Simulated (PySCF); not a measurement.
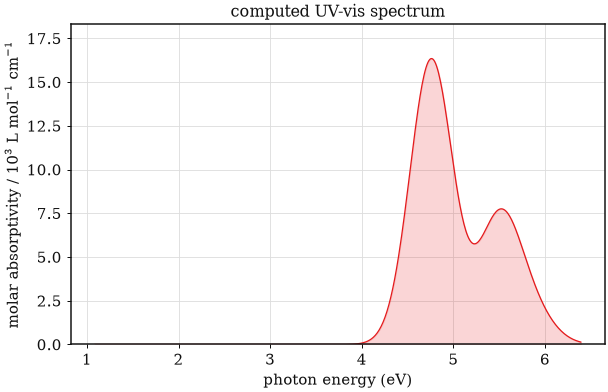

Vertical TDDFT excitations, B3LYP/def2-SVPD (IEF-PCM dimethylsulfoxide), PySCF 2.14.0, at a PBE0-D3(BJ)/def2-SVP geometry (no frequency check). The lowest 6 singlet states are shown; each is broadened by a Gaussian of 1/e half-width 0.33 eV. States within 0.01 eV of each other are merged, with their strengths summed. The highest state may be half of a pair whose partner wasn't computed.

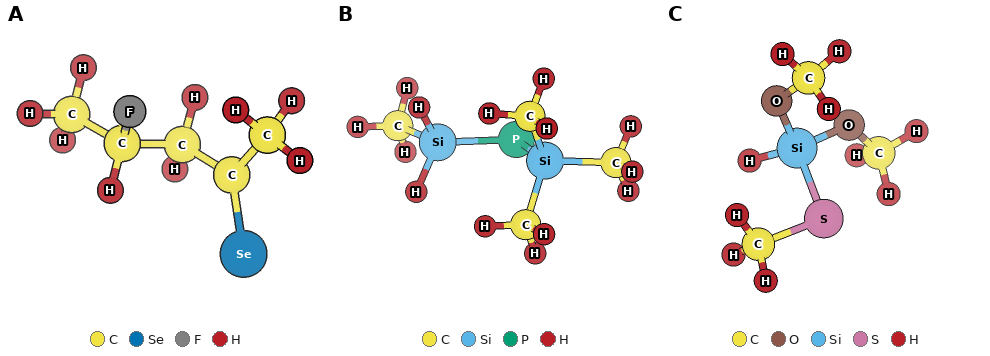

### Which molecule gives this spectrum? Choose among the lettered structures. Charge and spin: A neutral singlet; B −1 singlet; C neutral singlet.

Structure A, C₅H₉FSe, SMILES CC(=[Se])C[C@H](C)F. Its lowest singlet lies at 2.29 eV (f = 0.000) and the brightest of those computed is S2 at 4.76 eV (261 nm), f = 0.332, mainly HOMO−1 → LUMO (94 %).

Note: spin-orbit coupling is left out, and with Se it can shift these levels and split any degenerate set; one conformer of a flexible molecule; core orbitals are frozen in the response.
